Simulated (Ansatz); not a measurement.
The reference is Si in the diamond structure (space group Fd-3m, No. 227; a = 5.434 Å). Axes: x, y, z lie along the cube axes.

Now apply this change: biaxial strain +1.25 %, plane normal [111], relaxed out of plane (Cartesian); in-plane vectors clamped, the third vector and the atoms free.

The values are results of PBEsol (Ansatz, a program for electronic structure, PAW, no spin-orbit coupling), not measurements.

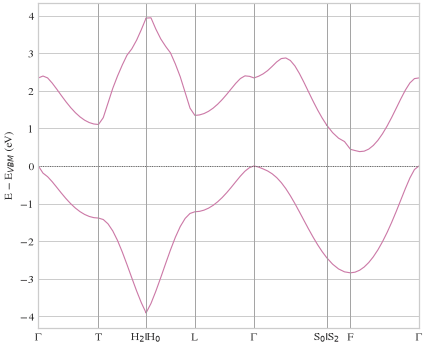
Figure. Highest valence and lowest conduction band along the path of the changed cell's own zone

Task: From the figure, how large is the changed gap, and is it direct?

Result: About 0.4 eV, indirect, Γ → F–Γ (13 % along).

Stability against distortions was not tested. k-point labels follow each cell's own Brillouin zone.
